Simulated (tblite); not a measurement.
**Run report: C4H11BClSi, geometry relaxation (part 4 of 4)**

The same run, continued: C4H11BClSi, multiplicity 2, SMILES CB[CH][SiH2]CCCl; GFN2-xTB geometry optimisation, gas phase (tblite 0.8.0). It belongs to a series of runs on one base structure; here: H removed from sp3 C.

Geometry of the input (Å):
```
C  3.3130  -0.0464  -0.3980
B  2.2133  1.1083  -0.2876
C  0.8097  0.8509  0.3708
Si -0.3569  -0.0660  -0.7684
C  -2.0930  0.2311  -0.1317
C  -3.0364  -0.8900  -0.4549
Cl -4.6357  -0.4501  0.1951
H  2.8593  -1.0488  -0.4857
H  3.8918  -0.0260  0.5596
H  4.0425  0.1456  -1.1969
H  2.6503  2.2128  -0.1790
H  0.8459  0.4665  1.3940
H  -0.2159  0.4055  -2.1319
H  0.0057  -1.4911  -0.7557
H  -1.9937  0.2728  0.9861
H  -2.4687  1.1906  -0.5146
H  -3.1463  -1.0461  -1.5512
H  -2.6938  -1.8132  0.0738
```

Trajectory as extended XYZ, continued
```
18
Properties=species:S:1:pos:R:3:forces:R:3 step=107 energy=-587.73629
C     3.2719   -0.0764   -0.4936    0.0060   0.0040  -0.0060
B     2.3639    1.1110    0.0280   -0.0040  -0.0010   0.0040
C     0.9072    0.9232    0.3388   -0.0020   0.0060   0.0040
Si   -0.2671   -0.1899   -0.5876    0.0040  -0.0140   0.0010
C    -2.0485    0.1426    0.0130    0.0050   0.0080   0.0090
C    -3.0081   -0.8629   -0.5692   -0.0060   0.0030   0.0040
Cl   -4.6890   -0.5763   -0.0080    0.0020   0.0060   0.0000
H     2.7144   -0.9883   -0.6862    0.0030   0.0020   0.0040
H     4.0588   -0.3114    0.2210    0.0020   0.0010   0.0090
H     3.7798    0.2175   -1.4106   -0.0020   0.0020  -0.0080
H     2.8622    2.1685    0.1590    0.0010   0.0030  -0.0050
H     0.4682    1.4741    1.1632   -0.0040  -0.0040  -0.0010
H    -0.2112    0.0221   -2.0408    0.0110   0.0000  -0.0190
H     0.0456   -1.6054   -0.3150    0.0010  -0.0060  -0.0020
H    -2.0930    0.0953    1.1015   -0.0160  -0.0170   0.0190
H    -2.3655    1.1470   -0.2689    0.0100   0.0100  -0.0110
H    -3.0395   -0.8061   -1.6564   -0.0040  -0.0010   0.0010
H    -2.7589   -1.8785   -0.2646   -0.0090  -0.0040  -0.0020
18
Properties=species:S:1:pos:R:3:forces:R:3 step=110 energy=-587.73667
C     3.2784   -0.0727   -0.4934   -0.0010   0.0060   0.0040
B     2.3621    1.1105    0.0243   -0.0180  -0.0030   0.0070
C     0.9070    0.9152    0.3378   -0.0130  -0.0030  -0.0080
Si   -0.2681   -0.1999   -0.5860    0.0120   0.0220  -0.0100
C    -2.0473    0.1399    0.0177    0.0020   0.0000   0.0120
C    -3.0111   -0.8587   -0.5706    0.0000   0.0130   0.0050
Cl   -4.6920   -0.5612   -0.0146    0.0050  -0.0010  -0.0030
H     2.7268   -0.9891   -0.6827    0.0070   0.0030   0.0170
H     4.0663   -0.2972    0.2244   -0.0090  -0.0030  -0.0170
H     3.7827    0.2194   -1.4127    0.0100   0.0090  -0.0020
H     2.8512    2.1725    0.1520    0.0110   0.0040  -0.0070
H     0.4645    1.4641    1.1615    0.0060   0.0040   0.0050
H    -0.2210    0.0126   -2.0406    0.0170  -0.0050   0.0000
H     0.0502   -1.6126   -0.3131   -0.0050  -0.0270   0.0000
H    -2.0955    0.0903    1.1062   -0.0060  -0.0250   0.0090
H    -2.3572    1.1478   -0.2609    0.0060  -0.0020  -0.0160
H    -3.0374   -0.7974   -1.6581   -0.0080  -0.0090   0.0140
H    -2.7686   -1.8771   -0.2678   -0.0180   0.0170  -0.0090
18
Properties=species:S:1:pos:R:3:forces:R:3 step=113 energy=-587.73715
C     3.2820   -0.0675   -0.4950   -0.0100   0.0000  -0.0010
B     2.3584    1.1121    0.0191    0.0080   0.0050  -0.0030
C     0.9058    0.9107    0.3382    0.0010   0.0020   0.0090
Si   -0.2673   -0.2115   -0.5775   -0.0030  -0.0030  -0.0020
C    -2.0453    0.1354    0.0277   -0.0010  -0.0110  -0.0090
C    -3.0128   -0.8508   -0.5752    0.0060   0.0020  -0.0050
Cl   -4.6944   -0.5472   -0.0282   -0.0100   0.0040   0.0030
H     2.7343   -0.9878   -0.6755    0.0030  -0.0050   0.0040
H     4.0728   -0.2857    0.2213   -0.0030   0.0090  -0.0100
H     3.7824    0.2207   -1.4182   -0.0020   0.0090   0.0130
H     2.8403    2.1788    0.1372    0.0110   0.0020  -0.0060
H     0.4647    1.4602    1.1623    0.0030   0.0030   0.0010
H    -0.2255   -0.0045   -2.0333    0.0200  -0.0060   0.0030
H     0.0544   -1.6242   -0.3017   -0.0140  -0.0040  -0.0020
H    -2.1038    0.0758    1.1156    0.0140  -0.0030  -0.0180
H    -2.3438    1.1477   -0.2497   -0.0010  -0.0140   0.0150
H    -3.0312   -0.7822   -1.6621   -0.0100   0.0040  -0.0010
H    -2.7798   -1.8737   -0.2814   -0.0110   0.0060   0.0080
18
Properties=species:S:1:pos:R:3:forces:R:3 step=116 energy=-587.73750
C     3.2774   -0.0643   -0.4999    0.0030  -0.0020   0.0010
B     2.3572    1.1173    0.0138    0.0000   0.0070   0.0010
C     0.9064    0.9140    0.3418    0.0100   0.0020   0.0000
Si   -0.2644   -0.2209   -0.5619    0.0090  -0.0160   0.0110
C    -2.0435    0.1281    0.0369    0.0030   0.0010  -0.0130
C    -3.0116   -0.8434   -0.5858   -0.0280  -0.0120  -0.0010
Cl   -4.6967   -0.5396   -0.0472   -0.0030   0.0110   0.0010
H     2.7298   -0.9862   -0.6705   -0.0030  -0.0070  -0.0130
H     4.0741   -0.2799    0.2095    0.0100   0.0110   0.0220
H     3.7732    0.2208   -1.4261   -0.0120   0.0040  -0.0080
H     2.8399    2.1847    0.1226    0.0030  -0.0010  -0.0040
H     0.4675    1.4689    1.1633   -0.0030   0.0000   0.0030
H    -0.2222   -0.0302   -2.0195    0.0210  -0.0010  -0.0050
H     0.0593   -1.6315   -0.2733   -0.0160   0.0100   0.0000
H    -2.1114    0.0554    1.1230    0.0220  -0.0080   0.0020
H    -2.3335    1.1452   -0.2290   -0.0080   0.0090   0.0060
H    -3.0225   -0.7616   -1.6715   -0.0080   0.0080  -0.0120
H    -2.7878   -1.8706   -0.3027   -0.0010  -0.0180   0.0080
18
Properties=species:S:1:pos:R:3:forces:R:3 step=119 energy=-587.73828
C     3.2835   -0.0544   -0.5008    0.0230   0.0030   0.0190
B     2.3519    1.1214    0.0048   -0.0160  -0.0040   0.0020
C     0.9057    0.9024    0.3436   -0.0040  -0.0080  -0.0250
Si   -0.2614   -0.2455   -0.5520    0.0160   0.0230  -0.0020
C    -2.0389    0.1151    0.0461   -0.0030   0.0110   0.0030
C    -3.0206   -0.8306   -0.5941   -0.0280  -0.0080   0.0080
Cl   -4.7059   -0.5023   -0.0667    0.0150   0.0140   0.0040
H     2.7521   -0.9885   -0.6582    0.0010   0.0200  -0.0120
H     4.0877   -0.2459    0.2075    0.0060  -0.0020   0.0220
H     3.7718    0.2313   -1.4304   -0.0130  -0.0110  -0.0310
H     2.8255    2.1949    0.0971   -0.0120  -0.0100   0.0020
H     0.4635    1.4577    1.1631    0.0010  -0.0010   0.0060
H    -0.2193   -0.0640   -2.0121    0.0200   0.0000   0.0170
H     0.0592   -1.6545   -0.2588   -0.0100  -0.0020   0.0110
H    -2.1111    0.0261    1.1304    0.0260  -0.0160   0.0160
H    -2.3126    1.1410   -0.2010   -0.0130   0.0220  -0.0130
H    -3.0219   -0.7342   -1.6788   -0.0050  -0.0170  -0.0030
H    -2.8179   -1.8638   -0.3161   -0.0050  -0.0140  -0.0250
18
Properties=species:S:1:pos:R:3:forces:R:3 step=122 energy=-587.73894
C     3.2891   -0.0495   -0.4978    0.0070   0.0080  -0.0060
B     2.3490    1.1222    0.0031    0.0110  -0.0090  -0.0020
C     0.9041    0.8977    0.3400   -0.0050  -0.0030  -0.0040
Si   -0.2594   -0.2527   -0.5553   -0.0170  -0.0030  -0.0090
C    -2.0369    0.1102    0.0448   -0.0120  -0.0050   0.0030
C    -3.0301   -0.8283   -0.5928    0.0380   0.0100  -0.0050
Cl   -4.7096   -0.4804   -0.0642    0.0040   0.0100   0.0120
H     2.7651   -0.9883   -0.6544    0.0040   0.0240   0.0070
H     4.0939   -0.2304    0.2130    0.0030  -0.0070  -0.0090
H     3.7713    0.2378   -1.4310    0.0000  -0.0160   0.0030
H     2.8210    2.1964    0.0948   -0.0190  -0.0020   0.0050
H     0.4611    1.4491    1.1619   -0.0010  -0.0020   0.0030
H    -0.2099   -0.0711   -2.0144    0.0120   0.0020   0.0030
H     0.0561   -1.6635   -0.2627   -0.0060   0.0080   0.0140
H    -2.0999    0.0143    1.1302    0.0020   0.0100  -0.0210
H    -2.3062    1.1396   -0.1983   -0.0080  -0.0210   0.0140
H    -3.0314   -0.7328   -1.6783   -0.0030  -0.0180   0.0180
H    -2.8360   -1.8641   -0.3149   -0.0100   0.0130  -0.0240
18
Properties=species:S:1:pos:R:3:forces:R:3 step=125 energy=-587.73936
C     3.2873   -0.0442   -0.5020   -0.0020  -0.0030  -0.0100
B     2.3472    1.1277   -0.0034    0.0030   0.0020   0.0060
C     0.9040    0.8999    0.3401    0.0070   0.0020   0.0080
Si   -0.2568   -0.2636   -0.5409   -0.0080  -0.0070   0.0020
C    -2.0351    0.1020    0.0533    0.0050   0.0000  -0.0060
C    -3.0299   -0.8200   -0.6035   -0.0020  -0.0020  -0.0010
Cl   -4.7108   -0.4642   -0.0818    0.0080   0.0060   0.0100
H     2.7617   -0.9829   -0.6486   -0.0040  -0.0080   0.0050
H     4.0971   -0.2212    0.2036    0.0090   0.0010  -0.0080
H     3.7602    0.2358   -1.4417    0.0130  -0.0040   0.0000
H     2.8178    2.2025    0.0817   -0.0200   0.0100   0.0060
H     0.4633    1.4525    1.1625   -0.0010  -0.0020  -0.0020
H    -0.2032   -0.1004   -2.0005    0.0090   0.0050  -0.0200
H     0.0617   -1.6696   -0.2294   -0.0080   0.0050   0.0130
H    -2.1028   -0.0094    1.1363   -0.0070   0.0020  -0.0010
H    -2.2974    1.1363   -0.1741   -0.0080  -0.0090   0.0010
H    -3.0246   -0.7139   -1.6874    0.0020   0.0100  -0.0060
H    -2.8485   -1.8611   -0.3406    0.0030  -0.0060   0.0040
18
Properties=species:S:1:pos:R:3:forces:R:3 step=128 energy=-587.73966
C     3.2922   -0.0375   -0.5047    0.0000  -0.0020   0.0060
B     2.3433    1.1294   -0.0106   -0.0030   0.0050  -0.0030
C     0.9040    0.8921    0.3424   -0.0030  -0.0070   0.0060
Si   -0.2562   -0.2780   -0.5322    0.0160   0.0230  -0.0090
C    -2.0330    0.0938    0.0602   -0.0030  -0.0040   0.0030
C    -3.0334   -0.8111   -0.6111   -0.0160  -0.0050  -0.0020
Cl   -4.7129   -0.4396   -0.0946    0.0090   0.0000   0.0070
H     2.7738   -0.9818   -0.6395    0.0000  -0.0130   0.0030
H     4.1063   -0.2001    0.1999    0.0010  -0.0030  -0.0090
H     3.7606    0.2364   -1.4482    0.0060   0.0030  -0.0060
H     2.8012    2.2106    0.0610   -0.0110   0.0100   0.0090
H     0.4634    1.4441    1.1656    0.0040  -0.0040  -0.0090
H    -0.1971   -0.1221   -1.9938    0.0030  -0.0020   0.0050
H     0.0598   -1.6810   -0.2086   -0.0040  -0.0090   0.0100
H    -2.1055   -0.0296    1.1415   -0.0020  -0.0100   0.0050
H    -2.2884    1.1323   -0.1528   -0.0040   0.0110  -0.0170
H    -3.0209   -0.6946   -1.6939    0.0010   0.0090  -0.0020
H    -2.8659   -1.8570   -0.3571    0.0040  -0.0010   0.0030
18
Properties=species:S:1:pos:R:3:forces:R:3 step=131 energy=-587.73982
C     3.2933   -0.0381   -0.5045    0.0010   0.0010   0.0010
B     2.3438    1.1285   -0.0095   -0.0010  -0.0010   0.0000
C     0.9043    0.8913    0.3429    0.0020  -0.0050   0.0000
Si   -0.2561   -0.2755   -0.5349    0.0060  -0.0010   0.0010
C    -2.0335    0.0940    0.0581    0.0000   0.0030  -0.0030
C    -3.0346   -0.8129   -0.6101    0.0010   0.0010   0.0000
Cl   -4.7113   -0.4388   -0.0888   -0.0020  -0.0050   0.0030
H     2.7750   -0.9830   -0.6395    0.0030   0.0020  -0.0010
H     4.1080   -0.2020    0.1990    0.0010   0.0000   0.0000
H     3.7628    0.2363   -1.4477   -0.0050  -0.0010  -0.0010
H     2.7975    2.2113    0.0655    0.0020   0.0030   0.0020
H     0.4638    1.4452    1.1645   -0.0020  -0.0040   0.0000
H    -0.1931   -0.1180   -1.9959   -0.0010  -0.0040   0.0030
H     0.0566   -1.6798   -0.2096   -0.0020   0.0020   0.0030
H    -2.1043   -0.0284    1.1400   -0.0030  -0.0010  -0.0050
H    -2.2915    1.1317   -0.1575    0.0020   0.0020  -0.0050
H    -3.0237   -0.6970   -1.6932   -0.0040   0.0050   0.0020
H    -2.8659   -1.8584   -0.3552    0.0010   0.0020   0.0010
```

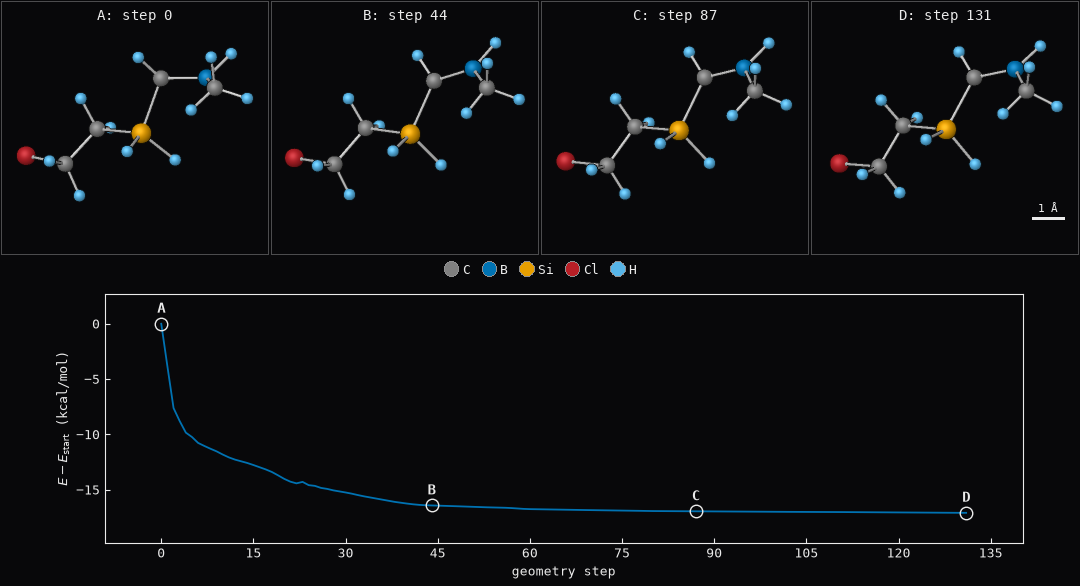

Frames of the relaxation (ball-and-stick view, seen at a tilt) above the curves, on which the letters mark them (steps are counted from 0).

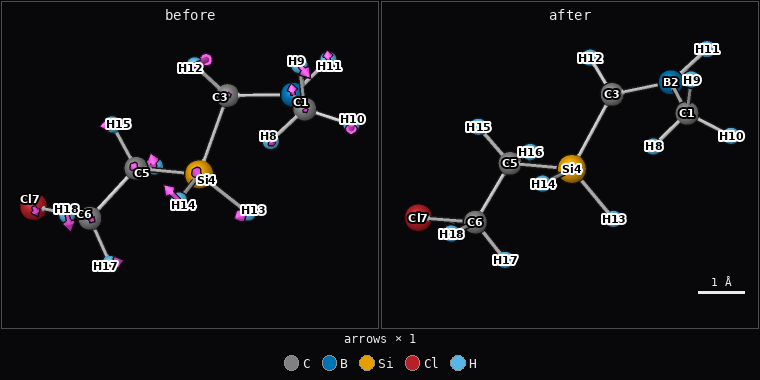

Before (left) and after (right) the relaxation, at one scale (ball-and-stick view, seen at a tilt). The pink arrows give the displacements, at true length. The energy falls by 17.1 kcal/mol in 131 geometry steps. The largest force component goes from 2 to 0.006 eV/Å. H12 moves most after the best rigid fit: 1.08 Å. By element the largest moves are H 1.08 Å, Si 0.33 Å, B 0.30 Å, Cl 0.29 Å, C 0.24 Å. Among the contacts that change: B2–C3 1.572 → 1.501 Å, Si4–C5 1.873 → 1.910 Å, C1–H9 1.119 → 1.089 Å, C6–H17 1.113 → 1.089 Å. Among the angles that change: B2–C3–Si4 112.5° → 125.8°, Si4–C5–H15 105.2° → 110.3°, B2–C1–H9 106.5° → 111.0°. (Atoms are counted from 1 in the order of the input.)

Results in brief

```json
{"quantity": "outcome", "value": "converged"}
{"quantity": "total energy", "value": "−587.7398 eV"}
{"quantity": "hardware", "value": "1 CPU thread, shared host"}
{"quantity": "wall time", "value": "1.1 s"}
{"quantity": "peak memory", "value": "0.18 GiB"}
```
